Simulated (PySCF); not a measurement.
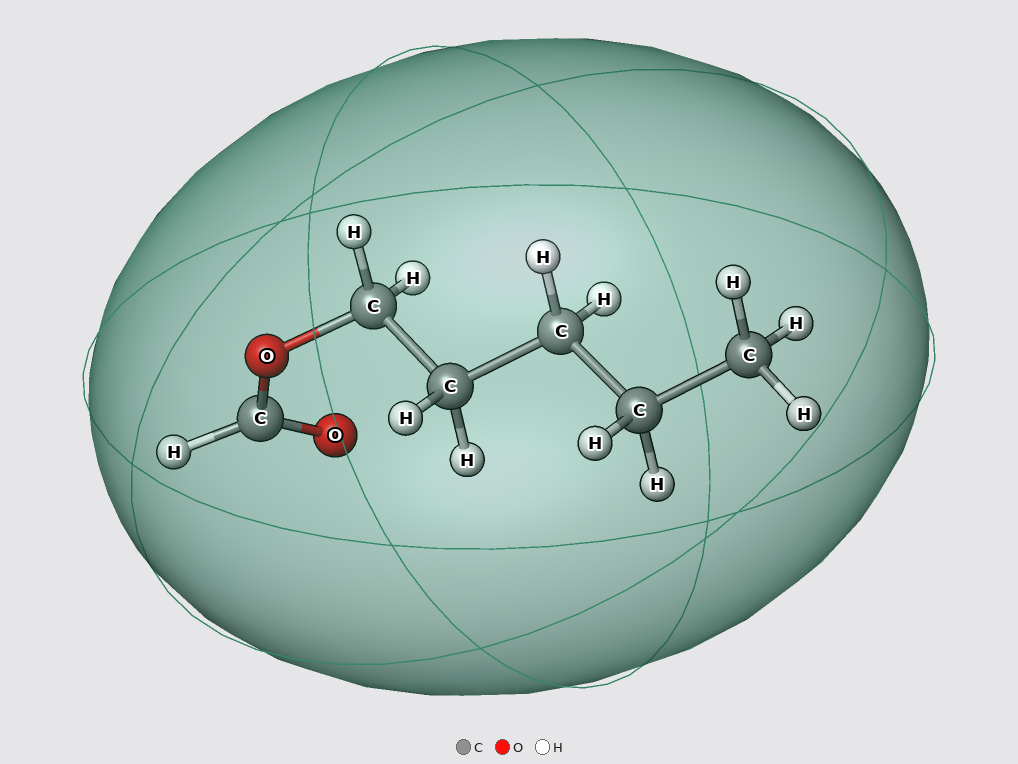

The ellipsoid shows the static dipole polarisability: its half-axes are proportional to the principal values. Computed geometry: PBE0-D3(BJ)/def2-SVP optimisation. No frequency run is at hand to confirm it as a minimum. Method: PBE0/def2-SVP (PySCF 2.14.0).

How large and how anisotropic is the polarisability?

Answer. Principal values 60.7, 65.8, 86.7 bohr³; mean 71.1 bohr³ (10.53 Å³); anisotropy 23.8 bohr³, so the longest axis is 1.43 times the shortest.
